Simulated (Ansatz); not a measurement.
F₃GeH₂NSi

The calculation's input:

```
crystal:
  periodic: [false, false, false]
  atoms:
    - {symbol: F, position_ang: [0.479094, 2.251103, 0.814130]}
    - {symbol: F, position_ang: [2.073235, 0.288700, 0.522366]}
    - {symbol: F, position_ang: [-0.341290, -0.142092, 1.327082]}
    - {symbol: Ge, position_ang: [-1.457389, -0.590495, -1.770349]}
    - {symbol: N, position_ang: [-0.016539, 0.505150, -1.250120]}
    - {symbol: Si, position_ang: [0.551675, 0.729883, 0.341923]}
    - {symbol: H, position_ang: [0.464177, 1.007425, -1.990991]}
    - {symbol: H, position_ang: [-1.253998, -0.193950, -3.324931]}
basis:
  gaussian: {orbitals: def2-SVPD}
hamiltonian: {xc: pbe0}
output: {forces: true, orbitals: {seedname: orbitals}}
```

Launched as:

```sh
ansatz run input.yaml --threads 2 --pin off --max-ram 4350MiB --events-out events.jsonl --progress --plain --runs-dir runs
```

Geometry: B3LYP/6-31G*.

The calculation used Ansatz, isolated molecule in a Gaussian basis; Kohn-Sham density functional theory, functional PBE0.

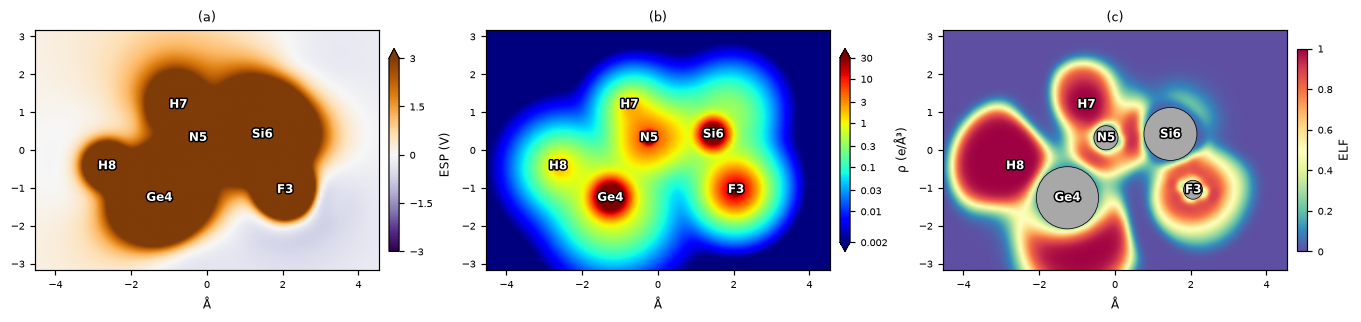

Figure 1. (a) molecular electrostatic potential; (b) total electron density; (c) electron localisation function on the plane of atoms Si6, N5 and H7. Grey discs cover the atomic cores in the ELF map.

Describe what can be read from this map.

Answer.
- The plane passes through F, Ge, N, Si and H nuclei.
- Si–F (1.59 Å): ρ at the midpoint is about 1.1 e/Å³; the ELF peaks at about 0.85 in the valence shell of F, 0.6 Å from its nucleus, and is about 0.45 at the midpoint.
- Si–N (1.71 Å): ρ is about 1.2 e/Å³ halfway; the ELF peaks at about 0.90 between the atoms; a shared but strongly polarised pair.
- Ge–N (1.88 Å): the density is about 0.83 e/Å³ at the midpoint; the ELF peaks at about 0.90 in the valence shell of N, 0.6 Å from its nucleus, and is about 0.40 at the midpoint.
- N–H (1.02 Å): ρ is about 2.8 e/Å³ halfway; the ELF climbs to about 1 towards the hydrogen, as it does in any bond to H (a covalent bond by its length).
- Ge–H (1.62 Å): ρ at the midpoint is about 0.89 e/Å³; the ELF climbs to about 1 towards the hydrogen.
- The ELF also peaks beside F3, away from the bonds: lone-pair regions.
- Outside the dense part of the molecule the potential is most negative (−0.7 V) near F3.

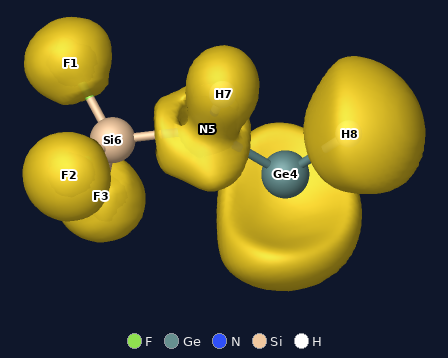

Figure 2. Isosurface of the electron localisation function at 0.75 (yellow), seen at an oblique angle. Only the valence region is drawn (cores and ρ < 0.01 e/Å³ removed).

What do the ELF domains correspond to?

Answer. At this value the surface marks out one region around a hydrogen nucleus, one lobe on Ge, pointing away from the bonds (lone pairs), three regions wrapped around F (the valence shell of each) and one joined region spread over several atoms (H, N), in which their bonds and any lone pairs are merged.

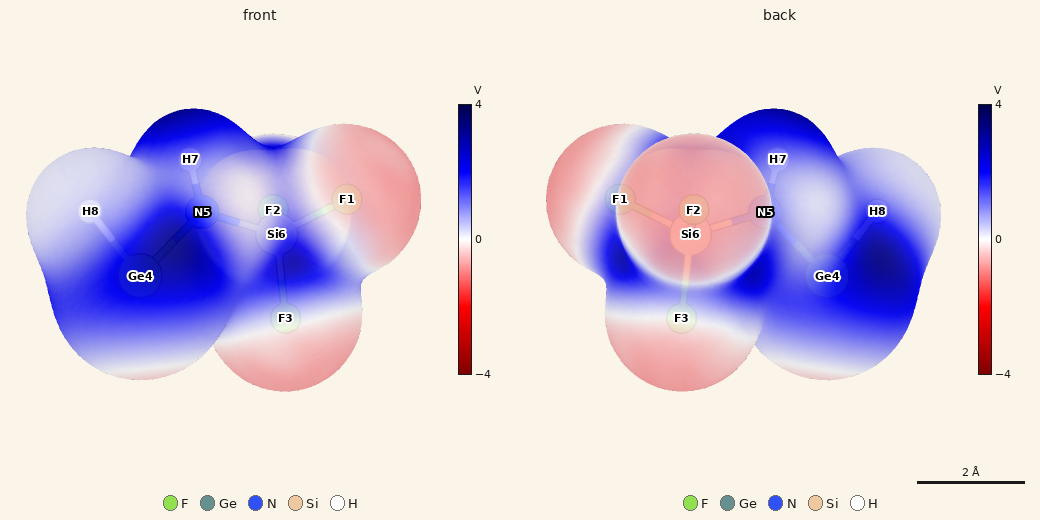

Figure 3. The molecular electrostatic potential painted on the density surface at 0.004 e/bohr³, seen from the front and from behind; the colour scale runs from red (negative) to blue (positive).

Describe the electrostatic potential map.

Answer. The most negative region (about −0.7 V) lies over F1, F2 and F3, the most positive (about +3.3 V) over Ge4 and Si6.

How polar is the molecule by this calculation?

Answer. Its dipole moment is 2.44 D.
